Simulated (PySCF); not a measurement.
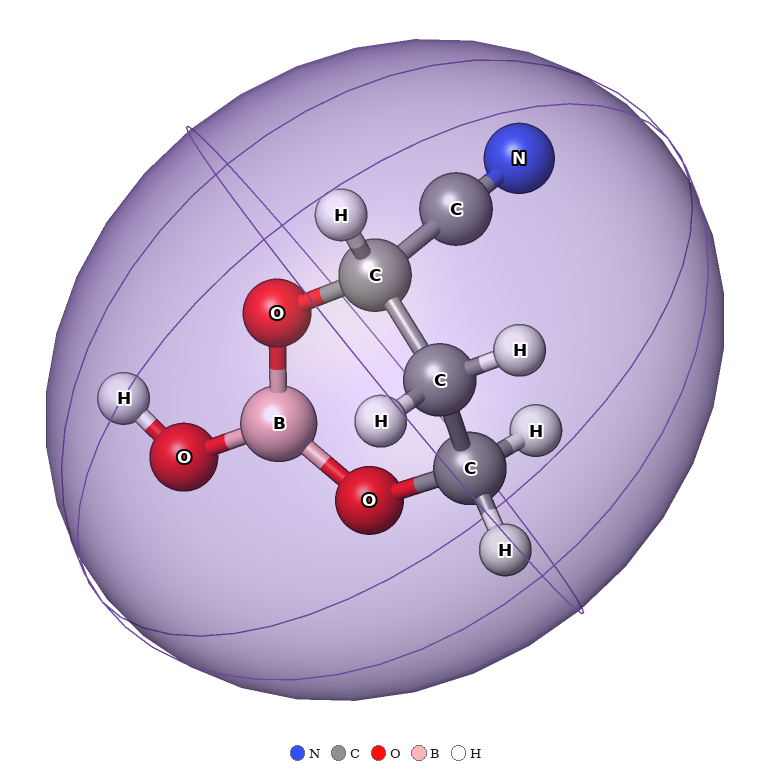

The ellipsoid shows the static dipole polarisability: its half-axes are proportional to the principal values. Computed geometry: GFN2-xTB optimisation. No frequency run is at hand to confirm it as a minimum. Computed with ωB97X-D/def2-SVPD (PySCF 2.14.0).

Question. How large and how anisotropic is the polarisability?

Answer. Principal values 62.1, 68.4, 77.2 bohr³; mean 69.3 bohr³ (10.26 Å³); anisotropy 13.1 bohr³, so the longest axis is 1.24 times the shortest.

The geometry is semi-empirical. Around B such bond lengths and angles can be off by a tenth of an ångström or more and by several degrees, and values that hang on the shape move with them.
